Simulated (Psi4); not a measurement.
# One shape, several levels: doublet C2HF+

Aim: a comparison of 4 runs (U-revPBE/cc-pVTZ, UB3LYP/cc-pVTZ, UBHLYP/cc-pVTZ, UPBE0/cc-pVTZ) of doublet C2HF+. 

The calculation is run with Psi4 1.11.

1 further run of the same task is left out (it didn't finish).

**1. The structure to begin with**

C2HF+ has 4 atoms, charge +1, and is taken as a doublet. SMILES of the parent species: `C#CF`. The shape is that of a PBE0-D4/def2-TZVP optimisation. That shape belongs to the parent species and isn't relaxed for this state.

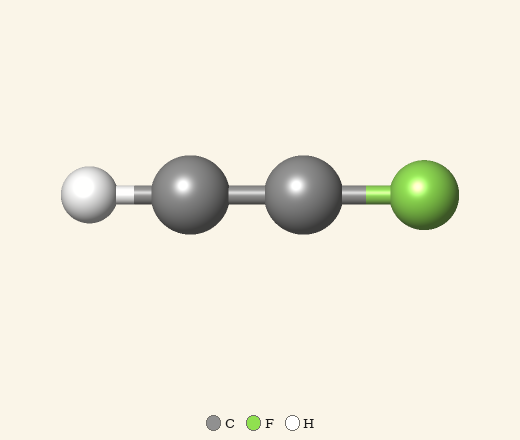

The structure, seen from a chosen angle (carbon grey, fluorine green, hydrogen white).

**2. The energy at U-revPBE/cc-pVTZ (run 1)**

The input, c2hf.dat:

```
memory 2200 mb

molecule {
  1 2
  C     -0.361030     0.453110    -0.290220
  C      0.303270    -0.380840     0.243810
  F      1.010600    -1.269010     0.812300
  H     -0.952830     1.196740    -0.765890
  symmetry c1
  no_reorient
  no_com
}

set {
  reference uks
  puream true
  e_convergence 1e-09
  d_convergence 1e-08
  scf_type pk
  dft_radial_points 99
  dft_spherical_points 590
  maxiter 100
}

energy_value, wavefunction = energy('revpbe/cc-pVTZ', return_wfn=True)
oeprop(wavefunction, 'DIPOLE', 'WIBERG_LOWDIN_INDICES', 'MULLIKEN_CHARGES', title='REVPBE')
```

Started as:

```bash
psi4 -n 1 c2hf.dat c2hf.out
```

c2hf.out:

```text
[...]
  Running in c1 symmetry.
[...]
  Nuclear repulsion =   55.832094169203373
[...]
  Multiplicity = 2
[...]
  Nalpha       = 11
  Nbeta        = 10
[...]
    Number of basis functions: 104
[...]
   @UKS iter   1:  -175.85188439997188    3.46807e-01   7.81687e-03 ADIIS/DIIS
[...]
   @UKS iter  13:  -176.15424898634595   -4.49063e-12   2.16350e-09 DIIS
[...]
   @S^2 Observed:                7.520866017E-01
[...]
  @UKS Final Energy:  -176.15424898634595
   => Energetics <=
    Nuclear Repulsion Energy =             55.8320941692033728
    One-Electron Energy =                -344.6035856927797454
    Two-Electron Energy =                 133.8322819702490278
    DFT Exchange-Correlation Energy =     -21.2150394330185712
    Empirical Dispersion Energy =           0.0000000000000000
    VV10 Nonlocal Energy =                  0.0000000000000000
    Total Energy =                       -176.1542489863459480
[...]
 Multipole Moments:
 ------------------------------------------------------------------------------------
     Multipole            Electronic (a.u.)      Nuclear  (a.u.)        Total (a.u.)
 ------------------------------------------------------------------------------------
 L = 1.  Multiply by 2.5417464519 to convert [e a0] to [Debye]
 Dipole X            :        -14.7399608           14.7323238           -0.0076370
 Dipole Y            :         18.5114256          -18.5017983            0.0096273
 Dipole Z            :        -11.8477898           11.8416853           -0.0061045
 Magnitude           :                                                    0.0137213
[...]
  Mulliken Charges: (a.u.)
   Center  Symbol    Alpha    Beta     Spin     Total
       1     C     3.15604  2.60216  0.55388  0.24180
       2     C     3.00679  2.68084  0.32595  0.31237
       3     F     4.47536  4.34530  0.13006  0.17934
       4     H     0.36181  0.37170 -0.00989  0.26649
   Total alpha = 11.00000, Total beta = 10.00000, Total charge =  1.00000
  Wiberg Bond Indices using Orthogonal Lowdin Orbitals:
  Total Bond Index:
  Irrep: 1 Size: 4 x 4
[...]
```

It took 32 s on 1 thread of Intel Xeon at 2.50GHz (Skylake/Cascade Lake), shared host; peak memory 1 GiB.

**3. The energy at UB3LYP/cc-pVTZ (run 2)**

The input, calc.py:

```python
import psi4

psi4.set_memory(2200000000)
psi4.set_num_threads(1)
psi4.set_output_file('run.log', False)

mol = psi4.geometry("""
1 2
C     -0.361030     0.453110    -0.290220
C      0.303270    -0.380840     0.243810
F      1.010600    -1.269010     0.812300
H     -0.952830     1.196740    -0.765890
symmetry c1
no_reorient
no_com
""")

psi4.set_options({
    'basis': 'cc-pVTZ',
    'reference': 'uks',
    'puream': True,
    'e_convergence': 1e-09,
    'd_convergence': 1e-08,
    'scf_type': 'pk',
    'dft_radial_points': 99,
    'dft_spherical_points': 590,
    'maxiter': 100,
})

energy_value, wavefunction = psi4.energy("b3lyp", return_wfn=True)
psi4.oeprop(wavefunction, "MAYER_INDICES", "MULLIKEN_CHARGES", "WIBERG_LOWDIN_INDICES", title="B3LYP")
print(f'b3lyp energy: {energy_value:.10f} Eh')
for k, v in sorted(psi4.core.scalar_variables().items()):
    print(f'{k:45s} {v:18.10f}')
```

Started as:

```bash
python calc.py
```

run.log:

```text
[...]
  Running in c1 symmetry.
[...]
  Nuclear repulsion =   55.832094169203373
[...]
  Multiplicity = 2
[...]
  Nalpha       = 11
  Nbeta        = 10
[...]
    Number of basis functions: 104
[...]
   @UKS iter   1:  -176.06024789623359    1.15681e-01   5.29996e-03 ADIIS/DIIS
[...]
   @UKS iter  13:  -176.20187125162300   -1.29035e-11   5.85899e-09 DIIS
[...]
   @S^2 Observed:                7.519415649E-01
[...]
  @UKS Final Energy:  -176.20187125162300
   => Energetics <=
    Nuclear Repulsion Energy =             55.8320941692033728
    One-Electron Energy =                -344.6594785171124613
    Two-Electron Energy =                 129.8168503943674637
    DFT Exchange-Correlation Energy =     -17.1913372980814145
    Empirical Dispersion Energy =           0.0000000000000000
    VV10 Nonlocal Energy =                  0.0000000000000000
    Total Energy =                       -176.2018712516230039
[...]
 Multipole Moments:
 ------------------------------------------------------------------------------------
     Multipole            Electronic (a.u.)      Nuclear  (a.u.)        Total (a.u.)
 ------------------------------------------------------------------------------------
 L = 1.  Multiply by 2.5417464519 to convert [e a0] to [Debye]
 Dipole X            :        -14.8030527           14.7323238           -0.0707289
 Dipole Y            :         18.5906401          -18.5017983            0.0888418
 Dipole Z            :        -11.8984905           11.8416853           -0.0568052
 Magnitude           :                                                    0.1269735
[...]
  Mulliken Charges: (a.u.)
   Center  Symbol    Alpha    Beta     Spin     Total
       1     C     3.15102  2.59936  0.55166  0.24963
       2     C     2.99587  2.65191  0.34396  0.35221
       3     F     4.49052  4.37534  0.11518  0.13414
       4     H     0.36259  0.37339 -0.01080  0.26402
   Total alpha = 11.00000, Total beta = 10.00000, Total charge =  1.00000
  Mayer Bond Indices:
  Total Bond Index:
  Irrep: 1 Size: 4 x 4
[...]
```

The script printed:

```text
b3lyp energy: -176.2018712516 Eh
CURRENT ENERGY                                   -176.2018712516
CURRENT REFERENCE ENERGY                         -176.2018712516
DD SOLVATION ENERGY                                 0.0000000000
DFT FUNCTIONAL TOTAL ENERGY                      -176.2018712516
DFT TOTAL ENERGY                                 -176.2018712516
DFT VV10 ENERGY                                     0.0000000000
DFT XC ENERGY                                     -17.1913372981
GRID ELECTRONS ALPHA                               10.9999999773
GRID ELECTRONS BETA                                 9.9999999793
GRID ELECTRONS TOTAL                               20.9999999566
NUCLEAR REPULSION ENERGY                           55.8320941692
ONE-ELECTRON ENERGY                              -344.6594785171
PCM POLARIZATION ENERGY                             0.0000000000
PE ENERGY                                           0.0000000000
SCF ITERATION ENERGY                             -176.2018712516
SCF ITERATIONS                                     13.0000000000
SCF TOTAL ENERGY                                 -176.2018712516
TWO-ELECTRON ENERGY                               129.8168503944
XC GRID RADIAL POINTS                              99.0000000000
XC GRID SPHERICAL POINTS                          590.0000000000
XC GRID TOTAL POINTS                           224102.0000000000
```

Wall time 36 s (1 thread of Intel Xeon at 2.50GHz (Skylake/Cascade Lake), shared host); peak memory 1 GiB.

**4. A single-point energy at UBHLYP/cc-pVTZ (run 3)**

The input, c2hf.json:

```json
{
 "schema_name": "qcschema_input",
 "schema_version": 1,
 "molecule": {
  "schema_name": "qcschema_molecule",
  "schema_version": 2,
  "symbols": ["C", "C", "F", "H"],
  "geometry": [-0.68224782, 0.8562538, -0.54843632, 0.57309724, -0.7196833, 0.46073413, 1.90975722, -2.39808135, 1.53502453, -1.80058774, 2.26151084, -1.44732234],
  "molecular_charge": 1,
  "molecular_multiplicity": 2,
  "fix_symmetry": "c1"
 },
 "driver": "energy",
 "model": {
  "method": "bhhlyp",
  "basis": "cc-pVTZ"
 },
 "keywords": {
  "reference": "uks",
  "puream": true,
  "e_convergence": 1e-09,
  "d_convergence": 1e-08,
  "scf_type": "pk",
  "dft_radial_points": 99,
  "dft_spherical_points": 590,
  "maxiter": 100,
  "scf_properties": ["MULLIKEN_CHARGES", "DIPOLE", "LOWDIN_CHARGES"]
 }
}
```

Started as:

```bash
psi4 --qcschema c2hf.json -n 1 --memory 2200MB
```

stdout:

```text
[...]
  Running in c1 symmetry.
[...]
  Nuclear repulsion =   55.832094240306972
[...]
  Multiplicity = 2
[...]
  Nalpha       = 11
  Nbeta        = 10
[...]
    Number of basis functions: 104
[...]
   @UKS iter   1:  -176.05449492363687   -8.81431e-02   3.47931e-03 DIIS/ADIIS
[...]
   @UKS iter  14:  -176.11813706932449   -1.30456e-11   3.66625e-09 DIIS
[...]
   @S^2 Observed:                7.527711373E-01
[...]
  @UKS Final Energy:  -176.11813706932449
   => Energetics <=
    Nuclear Repulsion Energy =             55.8320942403069722
    One-Electron Energy =                -344.6378786487047137
    Two-Electron Energy =                 123.6810157459424033
    DFT Exchange-Correlation Energy =     -10.9933684068691342
    Empirical Dispersion Energy =           0.0000000000000000
    VV10 Nonlocal Energy =                  0.0000000000000000
    Total Energy =                       -176.1181370693244901
[...]
 Multipole Moments:
 ------------------------------------------------------------------------------------
     Multipole            Electronic (a.u.)      Nuclear  (a.u.)        Total (a.u.)
 ------------------------------------------------------------------------------------
 L = 1.  Multiply by 2.5417464519 to convert [e a0] to [Debye]
 Dipole X            :          0.9560295           -1.8442565           -0.8882269
 Dipole Y            :         -1.2006930            2.3160865            1.1153935
 Dipole Z            :          0.7684904           -1.4823991           -0.7139088
 Magnitude           :                                                    1.5945894
[...]
  Mulliken Charges: (a.u.)
   Center  Symbol    Alpha    Beta     Spin     Total
       1     C     3.15690  2.59703  0.55987  0.24607
       2     C     2.99525  2.63073  0.36452  0.37402
       3     F     4.49515  4.40761  0.08754  0.09723
       4     H     0.35270  0.36462 -0.01193  0.28268
   Total alpha = 11.00000, Total beta = 10.00000, Total charge =  1.00000
  Lowdin Charges: (a.u.)
   Center  Symbol    Alpha    Beta     Spin     Total
       1     C     3.03047  2.52907  0.50141  0.44046
       2     C     3.17605  2.78129  0.39476  0.04266
[...]
```

The result, in JSON:

```text
{
 "driver": "energy",
 "model": {
  "method": "bhhlyp",
  "basis": "cc-pVTZ"
 },
 "success": true,
 "return_result": -176.1181370693245,
 "properties": {
  "calcinfo_nbasis": 104,
  "calcinfo_nmo": 104,
  "calcinfo_nalpha": 11,
  "calcinfo_nbeta": 10,
  "calcinfo_natom": 4,
  "nuclear_repulsion_energy": 55.83209424030697,
  "return_energy": -176.1181370693245,
  "scf_one_electron_energy": -344.6378786487047,
  "scf_two_electron_energy": 123.6810157459424,
  "scf_xc_energy": -10.993368406869134,
  "scf_dipole_moment": [-0.8882269331996514, 1.1153934572541624, -0.713908758927842],
  "scf_total_energy": -176.1181370693245,
  "scf_iterations": 14
 }
}
```

Wall time 33 s (1 thread of Intel Xeon at 2.50GHz (Skylake/Cascade Lake), shared host); peak memory 1 GiB.

**5. A single-point energy at UPBE0/cc-pVTZ (run 4)**

The input, run.py:

```python
import psi4

psi4.set_memory(2200000000)
psi4.set_num_threads(1)
psi4.set_output_file('run.log', False)

geom = psi4.geometry("""
1 2
C     -0.361030     0.453110    -0.290220
C      0.303270    -0.380840     0.243810
F      1.010600    -1.269010     0.812300
H     -0.952830     1.196740    -0.765890
units angstrom
symmetry c1
""")

psi4.set_options({
    'basis': 'cc-pVTZ',
    'reference': 'uks',
    'puream': True,
    'e_convergence': 1e-09,
    'd_convergence': 1e-08,
    'scf_type': 'pk',
    'dft_radial_points': 99,
    'dft_spherical_points': 590,
    'maxiter': 100,
})

e_tot = psi4.energy('pbe0')
print(f'total energy {e_tot:.8f} hartree = {e_tot * 27.211386:.5f} eV')
for k, v in sorted(psi4.core.scalar_variables().items()):
    print(f'{k:45s} {v:18.10f}')
```

Started as:

```bash
python run.py
```

run.log:

```text
[...]
  Running in c1 symmetry.
[...]
  Nuclear repulsion =   55.832094169203366
[...]
  Multiplicity = 2
[...]
  Nalpha       = 11
  Nbeta        = 10
[...]
    Number of basis functions: 104
[...]
   @UKS iter   1:  -175.88892302249914    7.28754e-02   4.84995e-03 DIIS/ADIIS
[...]
   @UKS iter  13:  -176.00833327168914   -4.02167e-11   8.40547e-09 DIIS
[...]
   @S^2 Observed:                7.525201648E-01
[...]
    Orbital Energies [Eh]
    ---------------------
    Alpha Occupied:
       1A    -25.186036     2A    -10.704714     3A    -10.624294
       4A     -1.654705     5A     -1.184121     6A     -0.971370
       7A     -0.874321     8A     -0.867144     9A     -0.849995
      10A     -0.684774    11A     -0.647540
    Alpha Virtual:
      12A     -0.285719    13A     -0.256395    14A     -0.235525
      15A     -0.133283    16A     -0.054591    17A      0.019836
      18A      0.036236    19A      0.049791    20A      0.123679
      21A      0.137025    22A      0.194807    23A      0.254522
      24A      0.256830    25A      0.260439    26A      0.402469
[...]
  @UKS Final Energy:  -176.00833327168914
   => Energetics <=
    Nuclear Repulsion Energy =             55.8320941692033657
    One-Electron Energy =                -344.6053986599713426
    Two-Electron Energy =                 128.7398059267802921
    DFT Exchange-Correlation Energy =     -15.9748347077014401
    Empirical Dispersion Energy =           0.0000000000000000
    VV10 Nonlocal Energy =                  0.0000000000000000
    Total Energy =                       -176.0083332716891391
[...]
 Multipole Moments:
 ------------------------------------------------------------------------------------
     Multipole            Electronic (a.u.)      Nuclear  (a.u.)        Total (a.u.)
 ------------------------------------------------------------------------------------
 L = 1.  Multiply by 2.5417464519 to convert [e a0] to [Debye]
 Dipole X            :          1.0172431           -1.8442565           -0.8270133
 Dipole Y            :         -1.2774645            2.3160865            1.0386219
 Dipole Z            :          0.8177077           -1.4823992           -0.6646914
 Magnitude           :                                                    1.4847563
[...]
```

Standard output:

```text
total energy -176.00833327 hartree = -4789.43070 eV
CURRENT ENERGY                                   -176.0083332717
CURRENT REFERENCE ENERGY                         -176.0083332717
DD SOLVATION ENERGY                                 0.0000000000
DFT FUNCTIONAL TOTAL ENERGY                      -176.0083332717
DFT TOTAL ENERGY                                 -176.0083332717
DFT VV10 ENERGY                                     0.0000000000
DFT XC ENERGY                                     -15.9748347077
GRID ELECTRONS ALPHA                               10.9999999776
GRID ELECTRONS BETA                                 9.9999999795
GRID ELECTRONS TOTAL                               20.9999999571
NUCLEAR REPULSION ENERGY                           55.8320941692
ONE-ELECTRON ENERGY                              -344.6053986600
PCM POLARIZATION ENERGY                             0.0000000000
PE ENERGY                                           0.0000000000
SCF ITERATION ENERGY                             -176.0083332717
SCF ITERATIONS                                     13.0000000000
SCF TOTAL ENERGY                                 -176.0083332717
TWO-ELECTRON ENERGY                               128.7398059268
XC GRID RADIAL POINTS                              99.0000000000
XC GRID SPHERICAL POINTS                          590.0000000000
XC GRID TOTAL POINTS                           224102.0000000000
```

Wall time 32 s (1 thread of Intel Xeon at 2.50GHz (Skylake/Cascade Lake), shared host); peak memory 1 GiB.

**6. The series**

| run | level | energy (Eh) | HOMO energy (eV) | LUMO energy (eV) | ⟨S²⟩ | wall time |
| --- | --- | --- | --- | --- | --- | --- |
| 1 | U-revPBE/cc-pVTZ | -176.154249 | -15.76 | -15.17 | 0.752 | 32 s |
| 2 | UB3LYP/cc-pVTZ | -176.201871 | -17.06 | -14.44 | 0.752 | 36 s |
| 3 | UBHLYP/cc-pVTZ | -176.118137 | -18.67 | -12.70 | 0.753 | 33 s |
| 4 | UPBE0/cc-pVTZ | -176.008333 | -17.30 | -14.02 | 0.753 | 32 s |

**7. What came out**

```
                                 quantity          value
                      run 4: total energy  -176.00833 Eh
run 4: HOMO energy (highest over α and β)      -17.30 eV
 run 4: LUMO energy (lowest over α and β)      -14.02 eV
                              run 4: ⟨S²⟩          0.753
```

In words: Totals of different functionals can't be ranked against each other. All runs together took 2.2 min, the longest 36 s.
